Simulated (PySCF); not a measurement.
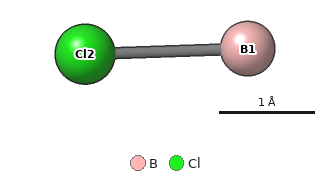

Figure 1. The structure (ball-and-stick view, seen at a tilt; atoms are numbered from 1 in the order of the input).

Run report: BCl, single-point calculation

System: BCl, SMILES [B]Cl.
Method: QCISD(T)/STO-6G, RHF (PySCF 2.14.0).

The geometry comes from this level: PBE0-D4/def2-TZVP.

**Log**
```
PySCF version 2.14.0

[INPUT] num. atoms = 2
[INPUT] num. electrons = 22
[INPUT] charge = 0
[INPUT] spin (= nelec alpha-beta = 2S) = 0
[INPUT] symmetry False subgroup None
[INPUT] Mole.unit = angstrom
[INPUT] Symbol           X                Y                Z      unit          X                Y                Z       unit  Magmom
[INPUT]  1 B      0.000000000000   0.000000000000  -0.069660000000 AA    0.000000000000   0.000000000000  -0.131638321837 Bohr   0.0
[INPUT]  2 Cl     0.000000000000   0.000000000000   1.648190000000 AA    0.000000000000   0.000000000000   3.114627701247 Bohr   0.0

nuclear repulsion = 26.183929288471
number of shells = 8
number of NR pGTOs = 84
number of NR cGTOs = 14
basis = sto-6g
ecp = {}

******** <class 'pyscf.scf.hf.RHF'> ********
method = RHF
initial guess = minao
damping factor = 0
level_shift factor = 0
DIIS = <class 'pyscf.scf.diis.CDIIS'>
diis_start_cycle = 1
diis_space = 8
diis_damp = 0
SCF conv_tol = 1e-10
SCF conv_tol_grad = None
SCF max_cycles = 50
direct_scf = True
direct_scf_tol = 1e-13
Set gradient conv threshold to 1e-05
Initial guess from minao.
init E= -482.303626974767
  HOMO = -0.195081913053202  LUMO = 0.173364623310141  gap/eV = 10.02594
cycle= 1 E= -482.473306308295  delta_E= -0.17  |g|= 0.224  |ddm|= 1.62
  HOMO = -0.336891519027484  LUMO = 0.188169621295531  gap/eV = 14.28764
cycle= 2 E= -482.501246514806  delta_E= -0.0279  |g|= 0.0484  |ddm|= 0.638
  HOMO = -0.301899899959462  LUMO = 0.2341424665974  gap/eV = 14.58646
cycle= 3 E= -482.502551101258  delta_E= -0.0013  |g|= 0.0132  |ddm|= 0.0912
  HOMO = -0.30315060768103  LUMO = 0.234285721593175  gap/eV = 14.62439
cycle= 4 E= -482.502727444136  delta_E= -0.000176  |g|= 0.00192  |ddm|= 0.0646
  HOMO = -0.302968308789598  LUMO = 0.234041825723377  gap/eV = 14.61279
cycle= 5 E= -482.502731378136  delta_E= -3.93e-06  |g|= 0.000308  |ddm|= 0.00839
  HOMO = -0.303061853499239  LUMO = 0.234131293995425  gap/eV = 14.61777
cycle= 6 E= -482.502731428868  delta_E= -5.07e-08  |g|= 3.05e-05  |ddm|= 0.000858
  HOMO = -0.303050467755261  LUMO = 0.234121184967225  gap/eV = 14.61719
cycle= 7 E= -482.502731429816  delta_E= -9.48e-10  |g|= 7.87e-07  |ddm|= 0.000111
  HOMO = -0.303050542553774  LUMO = 0.234120911604114  gap/eV = 14.61718
cycle= 8 E= -482.502731429816  delta_E= -1.71e-13  |g|= 9.75e-08  |ddm|= 1.75e-06
  HOMO = -0.303050579606884  LUMO = 0.234120930395583  gap/eV = 14.61718
Extra cycle  E= -482.502731429816  delta_E=    0  |g|= 3.4e-08  |ddm|= 2.18e-07
converged SCF energy = -482.502731429816

******** <class 'pyscf.cc.qcisd.QCISD'> ********
QCISD nocc = 5, nmo = 8
frozen orbitals 6
max_cycle = 50
direct = 0
conv_tol = 1e-07
conv_tol_normt = 1e-05
diis_space = 6
diis_start_cycle = 0
diis_start_energy_diff = 1e+09
Init t2, MP2 energy = -482.542200108266  E_corr(MP2) -0.0394686784496259
Init E_corr(QCISD) = -0.0394686784496264
cycle = 1  E_corr(QCISD) = -0.0497924730957834  dE = -0.0103237946  norm(t1,t2) = 0.0708637
cycle = 2  E_corr(QCISD) = -0.0568292932657251  dE = -0.00703682017  norm(t1,t2) = 0.0364577
cycle = 3  E_corr(QCISD) = -0.0624982559561795  dE = -0.00566896269  norm(t1,t2) = 0.0207154
cycle = 4  E_corr(QCISD) = -0.0634812108527346  dE = -0.000982954897  norm(t1,t2) = 0.00483479
cycle = 5  E_corr(QCISD) = -0.0632692726526076  dE = 0.0002119382  norm(t1,t2) = 0.00130314
cycle = 6  E_corr(QCISD) = -0.0633095420038172  dE = -4.02693512e-05  norm(t1,t2) = 0.000270899
cycle = 7  E_corr(QCISD) = -0.0632835211227493  dE = 2.60208811e-05  norm(t1,t2) = 6.86082e-05
cycle = 8  E_corr(QCISD) = -0.0632899687189703  dE = -6.44759622e-06  norm(t1,t2) = 2.13913e-05
cycle = 9  E_corr(QCISD) = -0.0632899001624465  dE = 6.85565238e-08  norm(t1,t2) = 1.95343e-06
QCISD converged
E(QCISD) = -482.5660213299789  E_corr = -0.06328990016244646
QCISD(T) correction = -0.00212270356777122
E = -482.5681440335 Eh
```

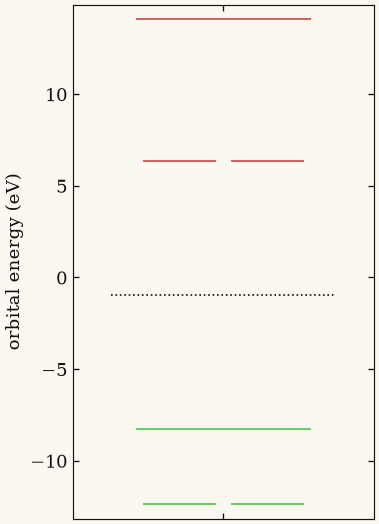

Figure 2. Orbital energies near the frontier (SCF reference); the dotted line parts filled from empty levels, and levels within 0.02 eV of each other stand side by side. Highest filled −8.25 eV, lowest empty 6.37 eV, 14.62 eV apart.

This output came from the following input.

**Input file (calc.py)**
```python
from pyscf import gto, scf, cc

molecule = gto.M(
    atom='''
B      0.000000     0.000000    -0.069660
Cl     0.000000     0.000000     1.648190
''',
    verbose=4,
    max_memory=1860,
    charge=0,
    basis='sto-6g',
)

myscf = scf.RHF(molecule)
myscf.conv_tol = 1e-10
myscf.kernel()
if not myscf.converged:
    myscf = myscf.newton().run(myscf.mo_coeff, myscf.mo_occ)

mycc = cc.QCISD(myscf, frozen=6)
mycc.kernel()
e_t = mycc.qcisd_t()
e_tot = mycc.e_tot + e_t
print('E = %.10f Eh' % e_tot)
```

Command:
```bash
OMP_NUM_THREADS=1 python calc.py
```

**Results in brief**

```json
{"quantity": "outcome", "value": "converged"}
{"quantity": "total energy", "value": "−482.568144 hartree"}
{"quantity": "SCF energy", "value": "−482.502731 hartree"}
{"quantity": "correlation energy", "value": "−0.065413 hartree"}
{"quantity": "(T) correction", "value": "−0.002123 hartree"}
{"quantity": "basis functions", "value": "14"}
{"quantity": "T1 diagnostic", "value": "0.016"}
{"quantity": "HOMO of the SCF reference", "value": "−8.25 eV"}
{"quantity": "LUMO of the SCF reference", "value": "6.37 eV"}
{"quantity": "hardware", "value": "1 thread of Arm Neoverse V2, 24 GiB of memory available, shared host"}
{"quantity": "wall time", "value": "0.7 s"}
{"quantity": "peak memory", "value": "0.097 GiB"}
```
